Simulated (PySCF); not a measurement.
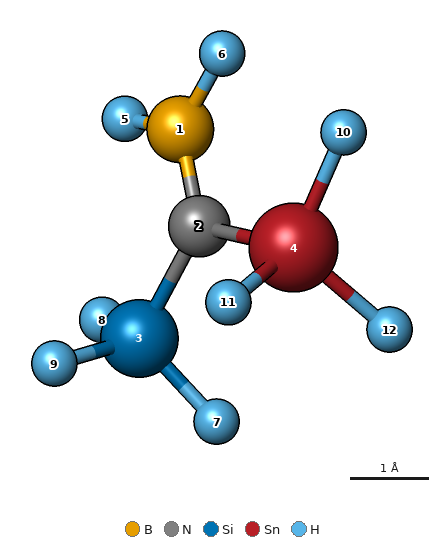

Fig. 1: The starting structure (ball-and-stick view, seen at a tilt; atoms are numbered from 1 in the order of the input). Sticks mark near contacts.

# Geometry relaxation of SnBSiNH₈

The run: geometry relaxation of SnBSiNH₈, SMILES B[N]([SiH3])[SnH3]. Method and program: PBE0-D3(BJ)/def2-SVP geometry optimisation, gas phase (PySCF 2.14.0).

## The program's output
```
step   0  E = -587.83025856  max force = 0.030811
step   1  E = -587.83696883  max force = 0.014123
step   2  E = -587.83884537  max force = 0.003282
step   3  E = -587.83896272  max force = 0.001322
step   4  E = -587.83897292  max force = 0.000373
optimisation converged
```

## Trajectory as extended XYZ (Å, eV, eV/Å), 5 frames, from step=0 to step=4
```
12
Properties=species:S:1:pos:R:3:forces:R:3 step=0 energy=-15995.67608
B     0.5274    1.6699    0.1537   -1.5077   0.5442  -0.2623
N     0.1864    0.3294    0.0953    0.5059  -0.2914   0.0985
Si    1.3655   -0.9418    0.2142    0.5685   0.6832   0.7053
Sn   -1.6974   -0.3009   -0.2137   -1.3290   0.0223   0.1648
H     1.6170    2.0077    0.3143    1.5843   0.3980   0.2678
H    -0.3408    2.5075    0.0200   -0.0171   0.0902   0.0100
H     0.7847   -2.0116    1.0205   -0.2122  -0.6089   0.3153
H     2.5816   -0.4014    0.8751    0.1533  -0.0750   0.0091
H     1.6617   -1.4190   -1.1109    0.3118  -0.5378  -0.9756
H    -2.7105    1.0339   -0.3356   -0.1489   0.3787  -0.0470
H    -1.7748   -1.2379   -1.5887    0.1148  -0.3858  -0.6586
H    -2.1612   -1.2642    1.0908   -0.0238  -0.2176   0.3728
12
Properties=species:S:1:pos:R:3:forces:R:3 step=1 energy=-15995.85868
B     0.8475    1.6663   -0.1256    0.2379   0.1017   0.0587
N     0.5522    0.2970   -0.1828   -0.7262  -0.2334  -0.1383
Si    1.7891   -0.9488   -0.0799   -0.0749  -0.2307  -0.1360
Sn   -1.4864   -0.3015   -0.4766    0.4641  -0.0213   0.0077
H     2.0040    2.0285    0.0462   -0.1480  -0.0643  -0.0266
H    -0.0225    2.5034   -0.2357   -0.0630   0.0265  -0.0109
H     1.2140   -2.0913    0.7077    0.0867   0.0504  -0.0045
H     3.0407   -0.4491    0.5597   -0.0746   0.0543   0.0204
H     2.1288   -1.4977   -1.4400   -0.0465   0.0890   0.1187
H    -2.4121    1.1547   -0.6134    0.2304  -0.3042   0.0252
H    -1.5173   -1.2720   -1.9339    0.0090   0.2882   0.4176
H    -1.9267   -1.2639    0.9082    0.1051   0.2439  -0.3321
12
Properties=species:S:1:pos:R:3:forces:R:3 step=2 energy=-15995.90974
B     0.8280    1.6541   -0.1266    0.1688   0.0954   0.0377
N     0.5295    0.2842   -0.1871   -0.1405  -0.0450  -0.0322
Si    1.7643   -0.9616   -0.0859    0.0844  -0.0509  -0.0323
Sn   -1.4534   -0.2959   -0.4729    0.0898   0.0257   0.0014
H     1.9808    2.0093    0.0426   -0.0469  -0.0069  -0.0058
H    -0.0442    2.4932   -0.2364   -0.0096  -0.0253  -0.0014
H     1.2199   -2.1095    0.7077    0.0119   0.0173   0.0066
H     2.9983   -0.4289    0.5568   -0.0062   0.0114   0.0200
H     2.1081   -1.4929   -1.4434   -0.0227   0.0169   0.0127
H    -2.3416    1.1409   -0.6118   -0.0715   0.0944  -0.0166
H    -1.4869   -1.2401   -1.8921   -0.0124  -0.0650  -0.0906
H    -1.8916   -1.2273    0.8829   -0.0450  -0.0680   0.1005
12
Properties=species:S:1:pos:R:3:forces:R:3 step=3 energy=-15995.91293
B     0.8398    1.6449   -0.1232   -0.0045   0.0680   0.0144
N     0.5206    0.2781   -0.1885   -0.0236  -0.0017  -0.0108
Si    1.7687   -0.9564   -0.0875    0.0437  -0.0449  -0.0121
Sn   -1.4638   -0.2973   -0.4749    0.0263   0.0207   0.0143
H     1.9928    1.9930    0.0469   -0.0127  -0.0292  -0.0034
H    -0.0264    2.4900   -0.2310   -0.0079  -0.0011  -0.0016
H     1.2398   -2.1080    0.7097    0.0066  -0.0026   0.0078
H     2.9946   -0.4061    0.5565   -0.0077  -0.0018   0.0069
H     2.1140   -1.4816   -1.4454   -0.0060   0.0006  -0.0026
H    -2.3547    1.1471   -0.6204   -0.0041  -0.0031  -0.0042
H    -1.5020   -1.2494   -1.8972   -0.0046  -0.0091  -0.0068
H    -1.9123   -1.2287    0.8890   -0.0055   0.0043  -0.0019
12
Properties=species:S:1:pos:R:3:forces:R:3 step=4 energy=-15995.91321
B     0.8375    1.6466   -0.1209    0.0182  -0.0017   0.0126
N     0.5206    0.2785   -0.1885   -0.0192  -0.0018  -0.0089
Si    1.7705   -0.9572   -0.0892    0.0094  -0.0053  -0.0082
Sn   -1.4629   -0.2959   -0.4750   -0.0017   0.0021   0.0005
H     1.9925    1.9844    0.0491   -0.0015   0.0157   0.0006
H    -0.0272    2.4938   -0.2269   -0.0013  -0.0122   0.0000
H     1.2451   -2.1099    0.7089    0.0005   0.0014   0.0026
H     2.9951   -0.4057    0.5558   -0.0024  -0.0005   0.0024
H     2.1139   -1.4804   -1.4484   -0.0039   0.0003  -0.0013
H    -2.3551    1.1482   -0.6271    0.0050  -0.0123  -0.0028
H    -1.5026   -1.2542   -1.8953   -0.0019   0.0044   0.0126
H    -1.9162   -1.2228    0.8915   -0.0011   0.0100  -0.0100
```

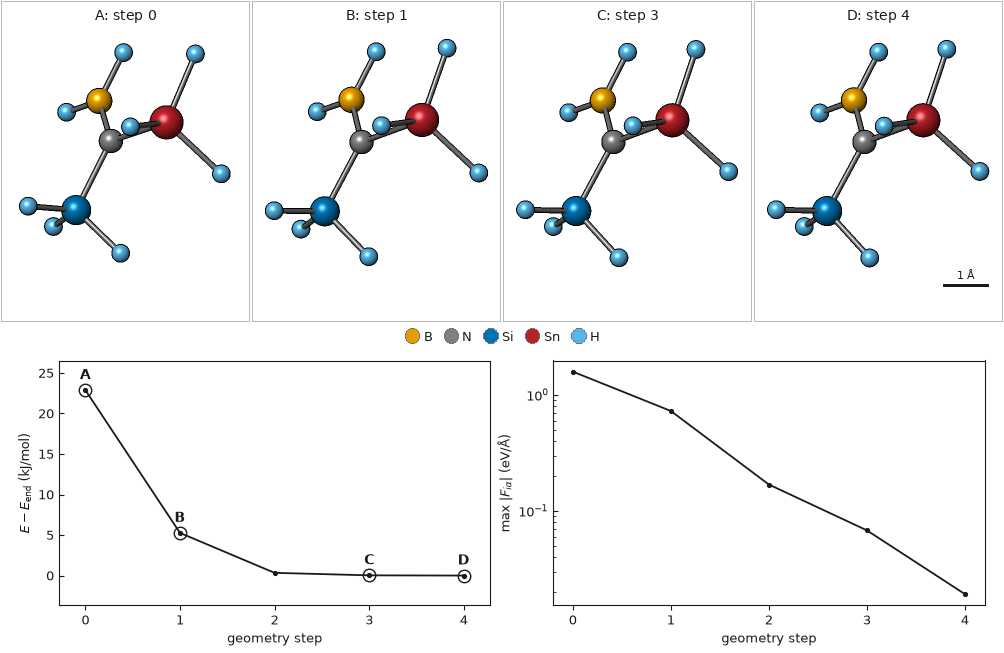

Fig. 2: Frames of the relaxation (ball-and-stick view, seen at a tilt) above the curves, on which the letters mark them (steps are counted from 0).

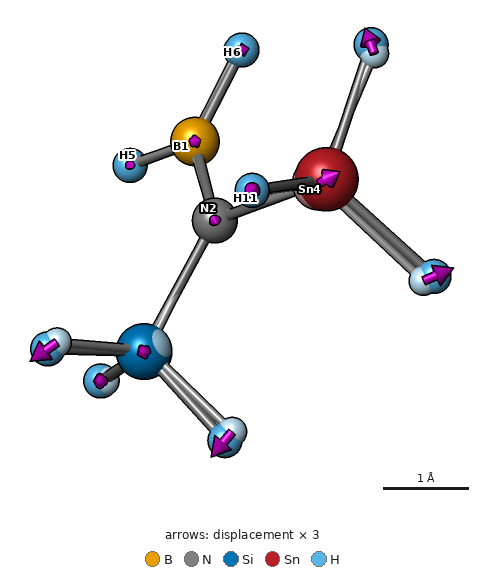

Fig. 3: Start (faint) and end (solid) with the displacements as pink arrows, magnified 3 times (ball-and-stick view, seen at a tilt). The two geometries are laid on each other by the best rigid fit. The energy falls by 22.9 kJ/mol in 4 geometry steps. The largest force component goes from 1.6 to 0.019 eV/Å. The largest moves after the best rigid fit, 0.14 Å, are those of H7, H9 and H12. By element the largest moves are H 0.14 Å, Sn 0.11 Å, Si 0.06 Å, B 0.05 Å, N 0.04 Å. Distances before and after: N2–Sn4 2.010 → 2.085 Å, B1–H5 1.152 → 1.215 Å, Si3–H9 1.439 → 1.496 Å, Sn4–H11 1.666 → 1.714 Å. Among the angles that change: Si3–N2–Sn4 114.6° → 119.3°, B1–N2–Sn4 122.7° → 119.3°, N2–Sn4–H11 110.3° → 106.9°. (Atoms are counted from 1 in the order of the input.)

The run was set up as follows.

## Input
```
{"job": {"xc": "PBE0", "basis": "def2-SVP", "d3": "d3bj", "grid": 1, "maxiter": 30, "shake": 0.01, "kind": "geom"}, "charge": 0, "multiplicity": 1}
B      0.527430     1.669920     0.153750
N      0.186430     0.329370     0.095310
Si     1.365500    -0.941780     0.214210
Sn    -1.697440    -0.300880    -0.213740
H      1.617020     2.007690     0.314310
H     -0.340790     2.507460     0.020020
H      0.784690    -2.011560     1.020530
H      2.581630    -0.401370     0.875100
H      1.661720    -1.418980    -1.110870
H     -2.710490     1.033940    -0.335550
H     -1.774750    -1.237930    -1.588740
H     -2.161240    -1.264150     1.090750
```

The first line tells a small driver script what to run in PySCF; the rest is the geometry in Å.

Launched with:
```bash
OMP_NUM_THREADS=1 python <driver script> task.json out
```

## Key numbers

- outcome: converged
- total energy: −587.838973 hartree
- dipole moment: 1.89 D
- point group: C1
- hardware: 1 CPU thread, shared host
- wall time: 26 s
- peak memory: 0.48 GiB
